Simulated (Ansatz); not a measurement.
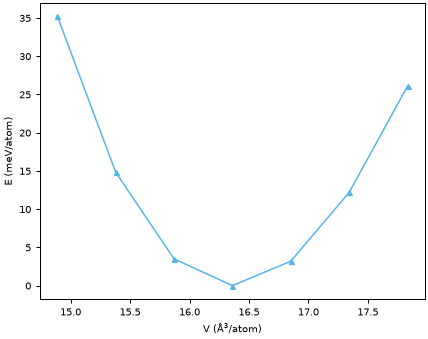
*Be2Sn (fluorite or antifluorite type, Fm-3m) under volume change, the program Ansatz at the PBE level (PAW), scaled uniformly.*

Problem. What does a third-order Birch–Murnaghan fit give for V₀, B₀ and B′?

Solution. V₀ = 16.36 Å³/atom, B₀ = 72.8 GPa, B′ = 4.0.

The cell is a constructed one: a structure type filled with these elements; neither database checked (COD, Materials Project) lists it. Its standing as an ambient phase is unchecked. The cell was relaxed with PBE under the symmetry of its start; its stability against distortions is not shown here. Scalar-relativistic: spin–orbit coupling is off unless named, which matters more the heavier the elements.

Potentials: the earlier of the program's two PAW sets.
